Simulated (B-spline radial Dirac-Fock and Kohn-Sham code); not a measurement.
Neutral bismuth. Computed with a radial B-spline solver: Dirac partial waves in the static Dirac–Fock field with Furness–McCarthy exchange, no polarisation or absorption.

A figure with this caption is to be made: «Differential cross section for elastic electron scattering against angle at 10.1 keV, computed at the marked angles.» What will it show?

At 10.1 keV the cross section is 384 bohr²/sr at 0°, 0.0073 at 90° and 0.015 at 180°, with a minimum near 105°; the integral is 3.41 bohr².

Here it is:

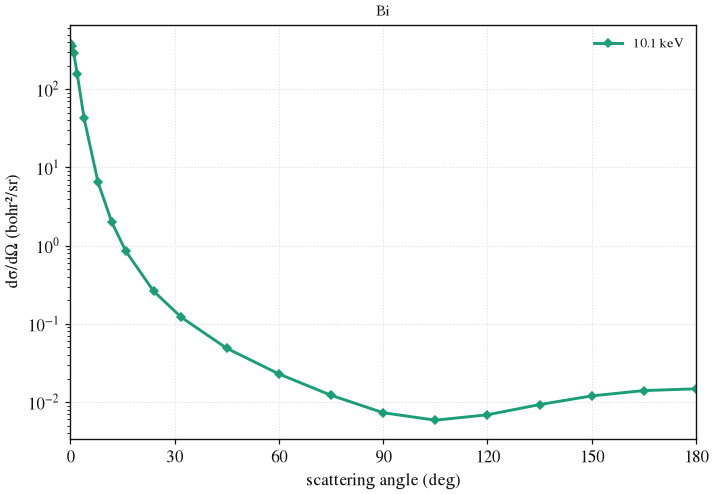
